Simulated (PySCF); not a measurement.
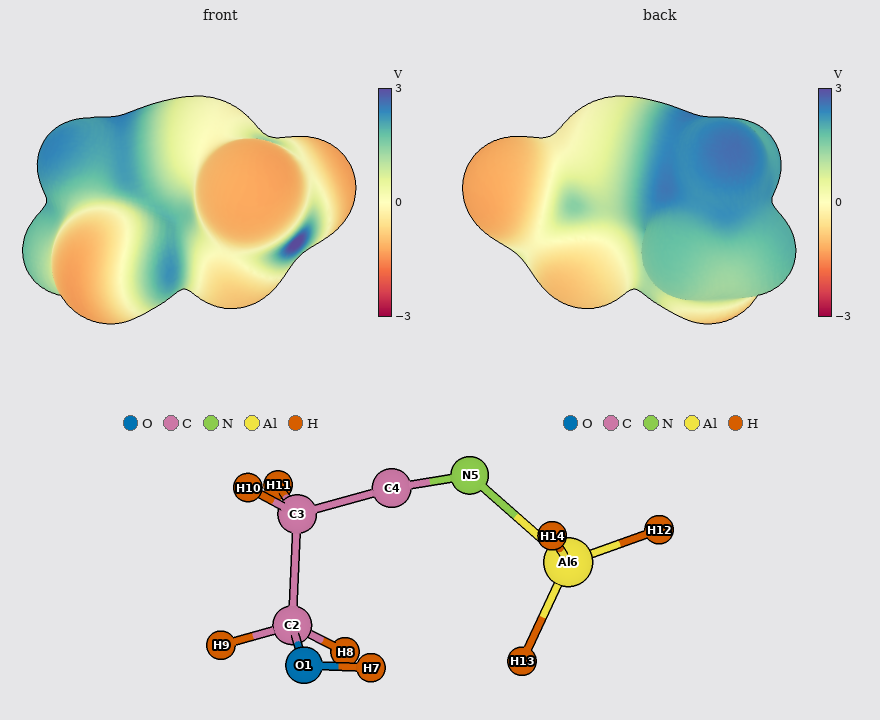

Figure 1: C3H8AlNO (SMILES OCCC#[N+][AlH3-]). The molecular electrostatic potential painted on the density surface at 0.004 e/bohr³, seen from the front and from behind; the colour scale runs from red (negative) to blue (positive). The bare structure is drawn below in the same view.

Geometry: GFN2-xTB.

Theory: B3LYP/def2-SVPD, SCF density, gas phase (PySCF).

The calculation's input:

```
{"job": {"kind": "uv", "xc": "B3LYP", "basis": "def2-SVPD", "nstates": 8, "ntriplets": 3}, "charge": 0, "multiplicity": 1}
O     -1.312618    -1.420211    -0.151367
C     -1.676207    -0.112641    -0.438848
C     -1.257269     0.882491     0.691339
C      0.161326     0.934973     0.715719
N      1.308407     0.887514     0.653701
Al     2.536128    -0.390029    -0.255092
H     -0.375394    -1.564998    -0.355220
H     -1.254130     0.235070    -1.390162
H     -2.768022    -0.098532    -0.504103
H     -1.624597     0.508642     1.650558
H     -1.676645     1.871207     0.497206
H      3.632108     0.564087    -0.814532
H      1.502053    -0.996906    -1.310717
H      2.804182    -1.301139     0.989352
```

Run with:

```sh
OMP_NUM_THREADS=1 python probes_run.py task.json out
```

**Where is the surface potential most negative and most positive?**

The most negative region (about −1.3 V) lies over O1, H12 and H14, the most positive (about +2.7 V) over Al6 and H11.
